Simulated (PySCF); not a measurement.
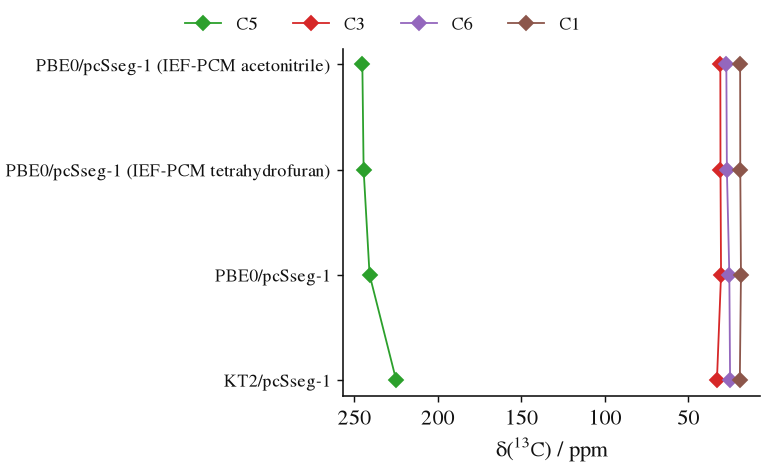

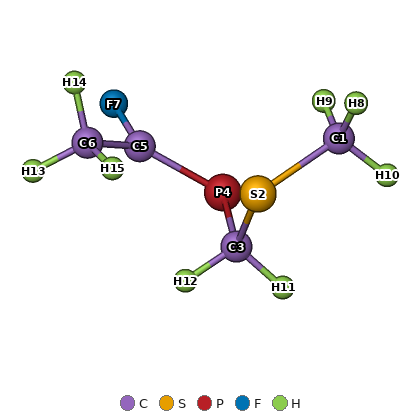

GIAO ¹³C shifts of C₄H₈FPS, SMILES CSC/P=C(\C)F at several levels, one geometry, PySCF, at a PBE0-D3(BJ)/def2-SVP geometry (no frequency check); values of one conformer, averaged over nuclei that symmetry or rotation about single bonds exchange, these motions taken as fast; other conformers aren't averaged in; each against TMS at the same level.

**Which of the plotted signals depends most on the level, and by how much?**

That of C5: from 224.9 ppm (KT2/pcSseg-1) to 245.1 ppm (PBE0/pcSseg-1 (IEF-PCM acetonitrile)), a spread of 20.2 ppm. The steadiest, C1, moves by 0.7 ppm.

**Do all levels give the signals in the same order?**

Yes, the order of the signals is the same at every level.
